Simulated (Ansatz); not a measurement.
**Iridium, bcc: r²SCAN0 at the r²SCAN geometry**

How do the levels change when part of the exchange is made exact, and what does it cost? Spin polarisation is left out. The geometry was relaxed under r²SCAN beforehand and is kept. Exact exchange is dear, so the k-mesh is coarse, and r²SCAN is run on the same mesh for comparison.

Computed with Ansatz 0.2.0 (DFT, plane waves (500 eV) with PBE-made PAW files, scalar-relativistic; functionals as named at each step, unless a step says otherwise).

**1. The system as given**

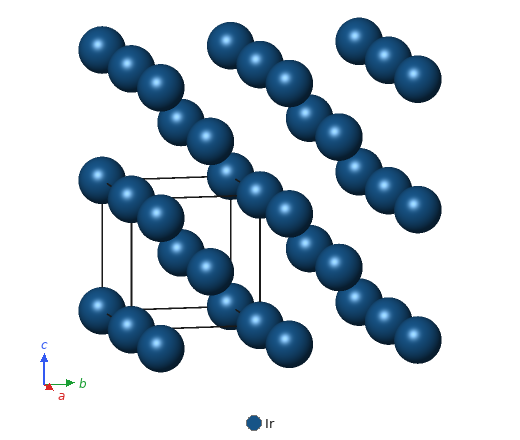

Start, viewed slightly off an axis; iridium blue. 2×2×2 conventional cells are drawn; the run uses a primitive one. Any atoms on the faces are drawn again on the opposite ones.

Structure file:

```
CELL_PARAMETERS angstrom
-1.54411 1.54411 1.54411
1.54411 -1.54411 1.54411
1.54411 1.54411 -1.54411
ATOMIC_POSITIONS crystal
Ir 0.00000 0.00000 0.00000
```

**2. r²SCAN on the coarse mesh**

The run with r²SCAN.

File input.yaml:

```yaml
crystal:
  lattice:
    - [-1.5441066768, 1.5441066768, 1.5441066768]
    - [1.5441066768, -1.5441066768, 1.5441066768]
    - [1.5441066768, 1.5441066768, -1.5441066768]
  atoms:
    - { symbol: Ir, position: [0.0, 0.0, 0.0] }
hamiltonian:
  xc: r2scan
  pseudopotentials:
    kind: paw
    azcp:
      Ir: "pseudopotentials/Ir.paw.azcp"
basis:
  ecutwfc: 500
  fft_grid_basis: typed
kpoints:
  mp_grid: { grid: [7, 7, 7], shift: [0, 0, 0] }
magnetization:
  spin_polarized: false
scf:
  occupations: { method: fermi_dirac, width: 0.1 }
```

Command:

```bash
ansatz run input.yaml --threads 4 --pin off --max-ram 8192MiB --backend cpu --events-out ev --progress --plain --runs-dir out
```

Standard output, cut to the lines that bear on the results:

```text
Warning: RAYON_NUM_THREADS=4 ignored (pool sized by the plan → 4); use --threads N
[...]
Pseudopotentials: kind: paw
Pseudopotential: Ir, paw, valence charge 17, recommended cutoff 500 eV (meta_gga), <dir>
Functional definition: r2SCAN
[...]
Crystal: 1 atoms, lattice volume = 14.726 Å³
Basis set: ecut = 500 eV, 369 PW (Γ), exchange–correlation on 80×80×80 points (64 copies of the dense FFT grid, shifted against one another)
Bands: 13, of which v1, the nominal top of the filled ones, is band 9 counted from 1 (8 counted from 0)
Symmetry: 48 space group operations
Space group: Im-3m (ITA 229), of the structure as read, at distance tolerance 2.5e-5 Å
k-points: 20 of 343
[...]
SCF iter   1: F=—  HF=-11948.110659 eV  |F-HF|=—  |Δ(HF+E_count)|=         —  Δρ=1.20e-2  dr2=1.10e-2  dr2_τ=3.25e-2  ethr=1.77e-3  ⟨swp⟩=5.0  Hψ=1488  notcnv=0
[...]
SCF iter   6: F=-11948.133863 eV  HF=-11948.133863 eV  |F-HF|=1.67e-8  |Δ(HF+E_count)|=   1.42e-7  Δρ=1.33e-5  dr2=2.56e-8  dr2_τ=7.82e-10  ethr=5.88e-10  ⟨swp⟩=1.0  Hψ=683  notcnv=0
[...]
SCF converged after 6 iterations
Free energy (F): -11948.133863 eV
[...]
E sigma→0 (E₀):  -11948.099909 eV
Entropy (-TS):   -0.067908 eV (-67.908 meV/atom)
Fermi energy:    24.020577 eV
[...]
```

Run time: 0.42 s. Hardware: 4 threads of Arm Neoverse V1, shared host; peak memory 0.27 GiB.

**3. r²SCAN0 on the coarse mesh**

The run with r²SCAN0.

Edit input.yaml of step 2 so:

```diff
@@ -8,3 +8,3 @@
 hamiltonian:
-  xc: r2scan
+  xc: r2scan0
   pseudopotentials:
@@ -22 +22,6 @@
   occupations: { method: fermi_dirac, width: 0.1 }
+output:
+  write_density: true
+  write_potential: true
+  elf: true
+  volumetric_format: npy
```

Command:

```bash
ansatz run input.yaml --threads 4 --pin off --max-ram 8192MiB --backend cpu --events-out ev --progress --plain --runs-dir out
```

Standard output, cut to the lines that bear on the results:

```text
Warning: RAYON_NUM_THREADS=4 ignored (pool sized by the plan → 4); use --threads N
[...]
[... 2 set-up lines as earlier in the session ...]
Functional definition: r2SCAN0
[...]
Crystal: 1 atoms, lattice volume = 14.726 Å³
Basis set: ecut = 500 eV, 369 PW (Γ), exchange–correlation on 80×80×80 points (64 copies of the dense FFT grid, shifted against one another)
Bands: 13, of which v1, the nominal top of the filled ones, is band 9 counted from 1 (8 counted from 0)
[... 2 set-up lines as earlier in the session ...]
k-points: 20 of 343
[...]
SCF iter   1: F=—  HF=-11948.103599 eV  |F-HF|=—  |Δ(HF+E_count)|=         —  Δρ=1.07e-2  dr2=4.83e-3  dr2_τ=2.65e-2  ethr=1.77e-3  ⟨swp⟩=6.8  Hψ=1085  notcnv=0
[...]
Frozen-core exchange: fock
[...]
hybrid SCF converged: 5 outer / 17 inner (+8 warm-up), last move |dexx| = 4.32e-8 eV, tail = 5.69e-8 eV
Stability not checked: this state was not tested for a lower state beside it, because the functional holds exact exchange (a hybrid, or Hartree-Fock), whose exchange loop this test does not read (fock_operator; see scf.lower_state_search)
Free energy (F): -11943.993707 eV
Frozen-core exchange: fock
[...]
E sigma→0 (E₀):  -11943.985877 eV
Entropy (-TS):   -0.015660 eV (-15.660 meV/atom)
Fermi energy:    23.552668 eV
[...]
--- Band table (eV; the first three rows and the last of 20) ---
  k-point 0: bands = ["-74.7517", "-29.3785", "-29.3785", "-29.3785", "11.5838", "19.0890", "19.0890", "19.0890", "22.2959", "22.2959", "42.0565"]
[...]
  guard bands above this table: 2 of the run's 13 bands. The solve was not asked for them (output.publish_guard_bands: true or output.eigenvalues: true publishes all)
```

Wall time 10 s (4 threads of Arm Neoverse V1, shared host); peak memory 0.81 GiB.

Axes a, b and c in the maps are those of this run's conventional cell (a, b, c = 3.088, 3.088, 3.088 Å).

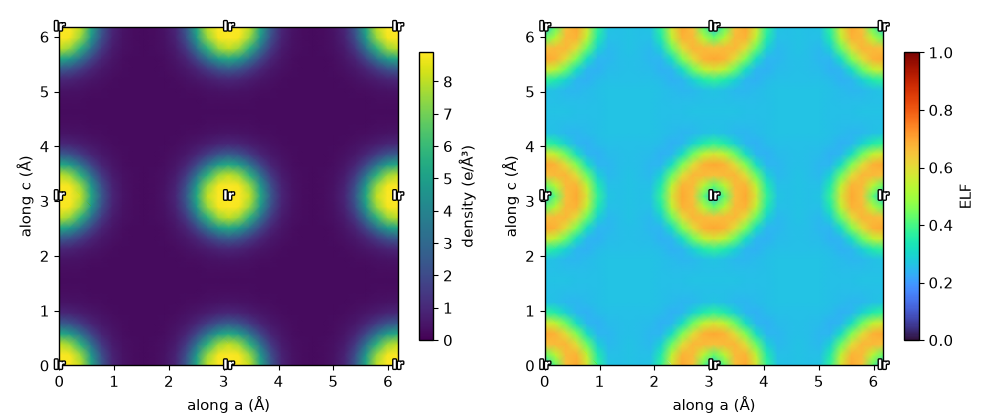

Density (left) and ELF (right) in a lattice plane of the grid's cell (edges 3.09 and 3.09 Å, at 0.000 of the third edge), which holds Ir. Only atoms in the plane are labelled. Both are smooth fields of the valence electrons: close to the nuclei they are not physical.

**4. Side by side**

| functional | gap on the mesh | Fermi energy (eV) | SCF cycles | exchange loops | CPU time |
| --- | --- | --- | --- | --- | --- |
| r²SCAN | none (levels filled in part) | 24.021 | 6 | - | 0.92 s |
| r²SCAN0 | none (levels filled in part) | 23.553 | 25 | 5 | 32 s |

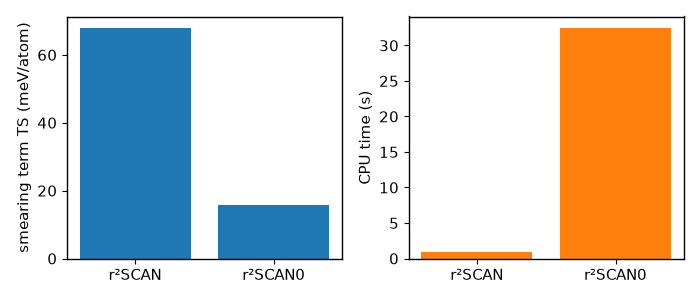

Smearing term and CPU time by functional.

**5. Results**

| quantity | value |
| --- | --- |
| r²SCAN: gap | none (levels filled in part) |
| r²SCAN0: gap | none (levels filled in part) |
| r²SCAN0: SCF cycles, exchange loops | 25, 5 |
| r²SCAN0: CPU time over that of r²SCAN | 35 |
| r²SCAN0: relative to fcc | +854 meV/atom |

Both r²SCAN and r²SCAN0 leave levels filled in part. r²SCAN0 cost 35 times the CPU time of r²SCAN. r²SCAN0 needed 5 outer loops of the exchange operator. To compare with dense-mesh energies, the change of r²SCAN from this mesh and smearing to its dense run (+65.5 meV/atom, from a run not shown) is added. Under r²SCAN0 it lies 854 meV/atom above fcc (computed apart in the same way); on such meshes a few tens of meV are uncertain for metals. Absolute energies differ from functional to functional, by eV per atom at times, and say nothing by themselves.
